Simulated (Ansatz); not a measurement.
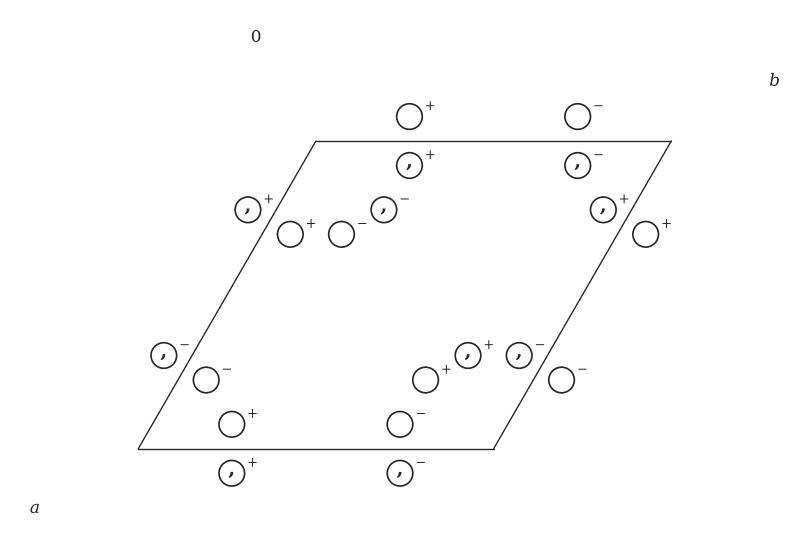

General positions of a space group, projected down c, computed from the operations of a computed or model structure of composition Li2NbCl6, which need not be its known form.

A circle is a general position, a comma marks the mirror image, + and − with a fraction give the height (along the projection axis: ½+ is ½ plus the coordinate, − is its negative), and a split circle stands for two positions above each other.

> Give the Hermann–Mauguin symbol and number.

P-31m (No. 162); primitive trigonal (hexagonal lattice), point group -3m, 12 general positions a cell.

> Write the general positions (in any order).

x, y, z
−x, −y, −z
−y, x−y, z
y, −x+y, −z
−x+y, −x, z
x−y, x, −z
−y, −x, −z
y, x, z
−x+y, y, −z
x−y, −y, z
x, x−y, −z
−x, −x+y, z
